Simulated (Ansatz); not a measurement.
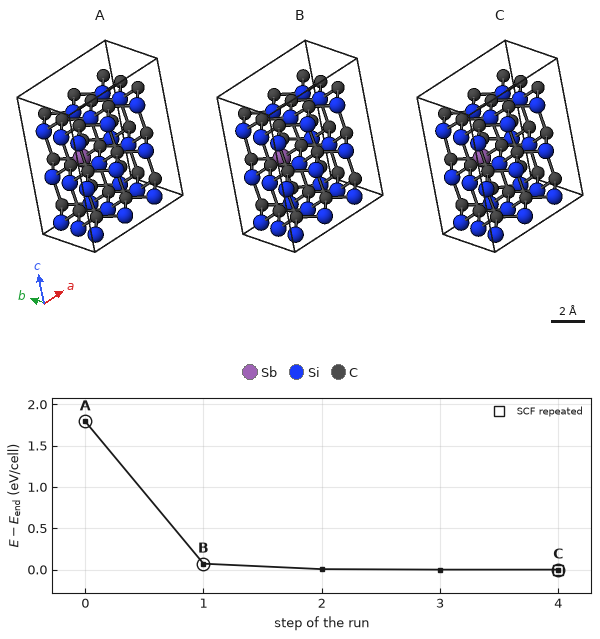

Frames of a relaxation of a defect cell of composition Si$_{26}$SbC$_{27}$ (cell charge +1), marked on the history of the run. The picture is a ball-and-stick view of the cell of the calculation (origin shifted), seen slightly off an axis.

The calculation used Ansatz 0.2.0, DFT, PBE, plane-wave PAW, default files, scalar-relativistic. Settings: plane-wave cutoff 420 eV; k-point mesh 3 × 3 × 3; occupations fermi dirac; smearing width 0.01 eV; no spin polarisation; atoms relaxed in a fixed cell; force threshold 0.03 eV/Å; at most 40 steps.

What happens along the run?

Over 3 accepted moves (4 points after the start) the energy falls by 1.794 eV per cell of the calculation. Largest force component: 3.1 eV/Å at the start, 0.011 eV/Å at the end. 1 step only repeated the SCF at the same geometry. The largest moves, 0.16 Å, are those of C atoms. Largest moves by element: C 0.16 Å, Si 0.05 Å. Sb stays in place. The lattice vectors keep their values. Near-neighbour distances that change, for instance: C–Sb 1.887 → 2.052 Å, C–Si 1.887 → 1.859 Å. Among the angles between lasting bonds that change: C–Si–C 109.5° → 104.2°, Sb–C–Si 109.5° → 105.4°, Si–C–Si 109.5° → 113.3°. From step 0 to 1: C atoms move most (0.13 Å), energy −1.722 eV per cell of the calculation. From step 1 to 4: C atoms move most (0.03 Å), energy −71.9 meV per cell of the calculation.

Limits of the set-up: the cell is charged, on a uniform background, and energies carry no finite-size correction.
